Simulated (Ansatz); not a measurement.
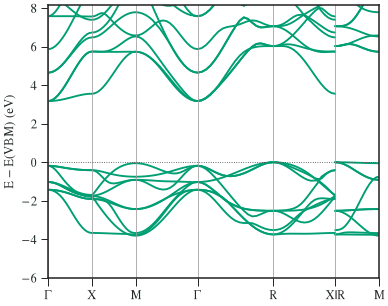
*Band structure from plane-wave PAW PBEsol (Ansatz code)*

The gap is 3.17 eV; an edge lies off the plotted path or next to a special point (maximum on the R–M line, 3 % of the way from R, minimum at Γ).

The material is BaZrO₃ (cubic perovskite, space group No. 221).

Space group Pm-3m (cubic perovskite). Symmetry was held in the PBEsol relaxation. No spin polarisation was allowed. Spin–orbit coupling is left out wherever it is not named.

Potentials: the later of the program's two PAW sets.
